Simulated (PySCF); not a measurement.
# Aluminum, di-μ-chlorotetrachlorodi- (Al2Cl6): electronic excitations at several levels of theory, part 2 of 2

PySCF 2.14.0. Atoms count from 0. Earlier steps stand in the parts before.

### Step 6. Excited states and response: PBE0/6-31G*

The job: settings as JSON, then the geometry in Å.

```
{"job": {"kind": "uv", "xc": "PBE0", "basis": "6-31G*"}, "charge": 0, "multiplicity": 1}
Cl    -1.748615    -2.643995     0.077304
Al    -1.495398    -0.577296     0.047442
Cl    -3.074505     0.778097     0.083066
Cl    -0.051321    -0.010283    -1.618539
Al     1.477654     0.589632    -0.038869
Cl     1.743454     2.654689    -0.071239
Cl     3.048504    -0.775103    -0.071776
Cl     0.030595     0.030302     1.627043
```

With the program's defaults for keys left out, this is: TDDFT PBE0/6-31G*, vertical, gas phase, core orbitals frozen in the response.

The log of the run:

```text
coarse grid: 12992 points
cycle   1  E = -3245.2417300938  dE =  8.473e-01  |g| = 5.187e-01  |ddm| = 3.096e+00
cycle   2  E = -3245.2071044112  dE =  3.463e-02  |g| = 6.364e-01  |ddm| = 1.707e+00
cycle   3  E = -3245.3337036808  dE = -1.266e-01  |g| = 4.311e-02  |ddm| = 9.237e-01
cycle   4  E = -3245.3342112782  dE = -5.076e-04  |g| = 9.860e-03  |ddm| = 7.143e-02
cycle   5  E = -3245.3342397574  dE = -2.848e-05  |g| = 1.490e-03  |ddm| = 1.606e-02
cycle   6  E = -3245.3342403833  dE = -6.258e-07  |g| = 4.917e-04  |ddm| = 2.655e-03
final grid: 94256 points
cycle   7  E = -3245.2428102456  dE = -1.149e-05  |g| = 2.007e-03  |ddm| = 1.588e-02
cycle   8  E = -3245.2428108954  dE = -6.498e-07  |g| = 1.453e-03  |ddm| = 5.315e-03
cycle   9  E = -3245.2428114997  dE = -6.043e-07  |g| = 1.527e-04  |ddm| = 2.178e-03
cycle  10  E = -3245.2428115065  dE = -6.869e-09  |g| = 6.039e-05  |ddm| = 3.179e-04
cycle  11  E = -3245.2428115076  dE = -1.051e-09  |g| = 6.105e-06  |ddm| = 7.149e-05
cycle  12  E = -3245.2428115076  dE = -1.455e-11  |g| = 2.998e-06  |ddm| = 1.286e-05
converged SCF energy = -3245.2428115076

Static polarisability (au): isotropic 94.516, principal 76.049 102.684 104.815

Singlet excitations
state   eV       nm        f      main configurations
  1   7.1444    173.5   0.01138   H->L 0.88, H-1->L+1 0.10
  2   7.2178    171.8   0.00000   H-1->L 0.79, H->L+1 0.19
  3   7.2446    171.1   0.00000   H-2->L 0.89, H-3->L+1 0.09
  4   7.3714    168.2   0.00000   H-3->L 0.76, H-2->L+1 0.22
  5   7.4464    166.5   0.00000   H-4->L 0.91
  6   7.6569    161.9   0.19646   H-5->L 0.86, H-6->L+1 0.11
  7   7.7318    160.4   0.00001   H-6->L 0.82, H-5->L+1 0.15
  8   7.7771    159.4   0.13300   H-7->L 0.72, H-4->L+1 0.25
  9   7.8583    157.8   0.00000   H->L+1 0.76, H-1->L 0.18
 10   7.8711    157.5   0.00000   H->L+2 0.92

Triplet excitations (Tamm-Dancoff, eV): 6.8558 6.9054 6.9722 7.0696
```

Wall time 16 s (1 thread, shared host).

Key values: HOMO -9.55 eV, LUMO -1.19 eV; lowest singlet 7.14 eV.

### Step 7. Excited states and response: PBE0/def2-SVP

The job, as its differences from that of step 6:

```diff
@@ -1,2 +1,2 @@
-{"job": {"kind": "uv", "xc": "PBE0", "basis": "6-31G*"}, "charge": 0, "multiplicity": 1}
+{"job": {"kind": "uv", "xc": "PBE0", "basis": "def2-SVP"}, "charge": 0, "multiplicity": 1}
 Cl    -1.748615    -2.643995     0.077304
```

Method: TDDFT PBE0/def2-SVP, vertical, gas phase, core orbitals frozen in the response.

The log of the run:

```text
coarse grid: 12992 points
cycle   1  E = -3243.9630681128  dE =  7.136e-01  |g| = 5.212e-01  |ddm| = 3.219e+00
cycle   2  E = -3243.9262121165  dE =  3.686e-02  |g| = 6.440e-01  |ddm| = 1.643e+00
cycle   3  E = -3244.0481461256  dE = -1.219e-01  |g| = 4.268e-02  |ddm| = 9.232e-01
cycle   4  E = -3244.0486173177  dE = -4.712e-04  |g| = 9.769e-03  |ddm| = 5.648e-02
cycle   5  E = -3244.0486416839  dE = -2.437e-05  |g| = 7.749e-04  |ddm| = 1.283e-02
cycle   6  E = -3244.0486418217  dE = -1.378e-07  |g| = 3.061e-04  |ddm| = 1.364e-03
final grid: 94256 points
cycle   7  E = -3244.3851826576  dE = -1.546e-05  |g| = 2.449e-03  |ddm| = 1.281e-02
cycle   8  E = -3244.3851830873  dE = -4.297e-07  |g| = 2.039e-03  |ddm| = 6.039e-03
cycle   9  E = -3244.3851841187  dE = -1.031e-06  |g| = 3.438e-04  |ddm| = 2.923e-03
cycle  10  E = -3244.3851841549  dE = -3.620e-08  |g| = 2.860e-05  |ddm| = 4.734e-04
cycle  11  E = -3244.3851841551  dE = -1.974e-10  |g| = 1.020e-05  |ddm| = 4.071e-05
converged SCF energy = -3244.3851841551

Static polarisability (au): isotropic 88.133, principal 70.416 95.070 98.912

Singlet excitations
state   eV       nm        f      main configurations
  1   7.3239    169.3   0.01032   H->L 0.87, H-1->L+1 0.10
  2   7.4001    167.5   0.00000   H-1->L 0.78, H->L+1 0.20
  3   7.4199    167.1   0.00000   H-2->L 0.88, H-3->L+1 0.10
  4   7.5328    164.6   0.00000   H-3->L 0.76, H-2->L+1 0.21
  5   7.6342    162.4   0.00000   H-4->L 0.90
  6   7.8411    158.1   0.17132   H-5->L 0.85, H-6->L+1 0.11
  7   7.9101    156.7   0.00001   H-6->L 0.82, H-5->L+1 0.15
  8   7.9599    155.8   0.11336   H-7->L 0.71, H-4->L+1 0.26
  9   7.9664    155.6   0.00001   H->L+2 0.95
 10   8.0371    154.3   0.00000   H->L+1 0.77, H-1->L 0.18

Triplet excitations (Tamm-Dancoff, eV): 7.0283 7.0773 7.1396 7.2240
```

Wall time 15 s (1 thread, shared host).

Key values: HOMO -9.40 eV, LUMO -0.83 eV; lowest singlet 7.32 eV.

### Step 8. Excited states and response: PBE0/def2-TZVP

The job, as its differences from that of step 7:

```diff
@@ -1,2 +1,2 @@
-{"job": {"kind": "uv", "xc": "PBE0", "basis": "def2-SVP"}, "charge": 0, "multiplicity": 1}
+{"job": {"kind": "uv", "xc": "PBE0", "basis": "def2-TZVP"}, "charge": 0, "multiplicity": 1}
 Cl    -1.748615    -2.643995     0.077304
```

Level: TDDFT PBE0/def2-TZVP, vertical, gas phase, core orbitals frozen in the response.

The log of the run:

```text
coarse grid: 12992 points
cycle   1  E = -3245.4238017703  dE =  7.743e-01  |g| = 5.122e-01  |ddm| = 2.823e+00
cycle   2  E = -3245.3903663062  dE =  3.344e-02  |g| = 6.504e-01  |ddm| = 1.075e+00
cycle   3  E = -3245.4946920448  dE = -1.043e-01  |g| = 7.683e-02  |ddm| = 5.874e-01
cycle   4  E = -3245.4958853955  dE = -1.193e-03  |g| = 2.595e-02  |ddm| = 7.295e-02
cycle   5  E = -3245.4960447375  dE = -1.593e-04  |g| = 3.460e-03  |ddm| = 2.227e-02
cycle   6  E = -3245.4960467686  dE = -2.031e-06  |g| = 1.710e-03  |ddm| = 3.553e-03
final grid: 94256 points
cycle   7  E = -3245.5015543341  dE = -3.698e-05  |g| = 5.703e-03  |ddm| = 1.607e-02
cycle   8  E = -3245.5015546106  dE = -2.765e-07  |g| = 4.590e-03  |ddm| = 7.244e-03
cycle   9  E = -3245.5015581380  dE = -3.527e-06  |g| = 8.559e-04  |ddm| = 4.035e-03
cycle  10  E = -3245.5015583331  dE = -1.952e-07  |g| = 1.466e-04  |ddm| = 7.912e-04
cycle  11  E = -3245.5015583381  dE = -4.941e-09  |g| = 3.869e-05  |ddm| = 1.255e-04
cycle  12  E = -3245.5015583384  dE = -3.347e-10  |g| = 9.626e-06  |ddm| = 3.343e-05
converged SCF energy = -3245.5015583384

Static polarisability (au): isotropic 112.043, principal 93.951 116.951 125.226

Singlet excitations
state   eV       nm        f      main configurations
  1   7.2310    171.5   0.00990   H->L 0.86, H-1->L+1 0.11
  2   7.3034    169.8   0.00000   H-1->L 0.75, H->L+1 0.22
  3   7.3123    169.6   0.00000   H-2->L 0.88
  4   7.4413    166.6   0.00000   H-4->L 0.55, H-2->L+1 0.24, H-3->L 0.18
  5   7.4999    165.3   0.00000   H-3->L 0.68, H-4->L 0.22
  6   7.7048    160.9   0.15643   H-5->L 0.86, H-6->L+1 0.11
  7   7.7733    159.5   0.00001   H-6->L 0.81, H-5->L+1 0.16
  8   7.7851    159.3   0.00000   H->L+2 0.94
  9   7.8131    158.7   0.10749   H-7->L 0.69, H-3->L+1 0.21
 10   7.8624    157.7   0.00000   H->L+1 0.74, H-1->L 0.20

Triplet excitations (Tamm-Dancoff, eV): 6.9358 6.9812 7.0472 7.1426
```

Wall time 53 s (1 thread, shared host).

Key values: HOMO -9.47 eV, LUMO -1.01 eV; lowest singlet 7.23 eV.

### Step 9. Run by run: electronic excitations

Excitations and ground-state properties, with basis size and wall time:

```
                run  lowest singlet (eV)  brightest (eV)      f  gap (eV)  α (Å³)  μ (D)  functions     time
CAM-B3LYP/def2-SVPD                 7.45            7.96  0.255     10.43   17.83   0.01        210  2.1 min
  wB97X-D/def2-SVPD                 7.57            8.07  0.259     11.75   17.75   0.01        210  2.3 min
  LC-wPBE/def2-SVPD                 8.12            8.61  0.319     12.97   17.33   0.01        210  2.8 min
        PBE0/6-31G*                 7.14            7.66  0.196      8.36   14.01   0.01        144     16 s
      PBE0/def2-SVP                 7.32            7.84  0.171      8.57   13.06   0.01        144     15 s
     PBE0/def2-TZVP                 7.23            7.70  0.156      8.46   16.60   0.01        296     53 s
```

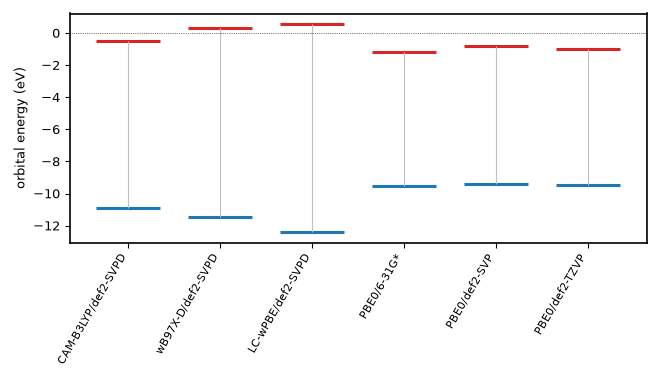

HOMO (blue) and LUMO (red) run by run.

Measured polarisability: 17.89 Å³ (gas; NIST CCCBDB Release 22 (SRD 101), experimental polarizabilities).

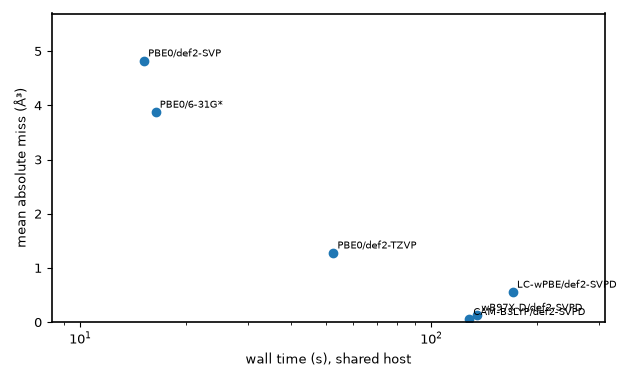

Cost against miss for the measured polarisability.

### Step 10. Summary of results

What follows sums up all 2 parts.

| quantity | value |
| --- | --- |
| point group | D2h |
| rotational constants (main isotopes) | 0.77, 0.40, 0.33 GHz |
| lowest singlet (CAM-B3LYP/def2-SVPD) | 7.45 eV (167 nm), f = 0.016 |
| brightest single state of those computed | state 6, 7.96 eV, f = 0.255 |
| lowest triplet | 7.13 eV |
| vertical ionisation energy (ΔSCF) | 11.69 eV |
| vertical electron affinity (ΔSCF) | -0.02 eV (unbound: the value hangs on the basis) |
| range of the lowest singlet | 7.14 to 8.12 eV |

Single values in the summary come from the first run of each kind that ended normally (CAM-B3LYP/def2-SVPD), which need not be the best level. Over 7 steps the energy fell by 0.246 eV; of the close pairs, Cl0–Al1 changed most, 2.027 to 2.082 Å. The first singlet state (HOMO→LUMO 0.73, HOMO−1→LUMO+1 0.16) lies at 7.45 eV and is weak; of the 10 states computed, the strongest absorption comes from state 6 at 7.96 eV. The lowest triplet lies 0.31 eV below the lowest singlet (triplets in Tamm-Dancoff, singlets in full TDDFT). The orbital energy would give 10.92 eV for ionisation, ΔSCF gives 11.69 eV. The polarisability is 0 % below the measured 17.89 Å³. The lowest singlet runs from 7.14 eV (PBE0/6-31G*) to 8.12 eV (LC-wPBE/def2-SVPD), while the orbital gap spans 8.36 to 12.97 eV. The lowest state need not be the same one in every run. For the measured polarisability, CAM-B3LYP/def2-SVPD misses least (0.06 Å³, 2.1 min) and PBE0/def2-SVP most (4.83 Å³, 15 s). One molecule ranks no method: errors cancel, and vibration and temperature are missing from all runs.
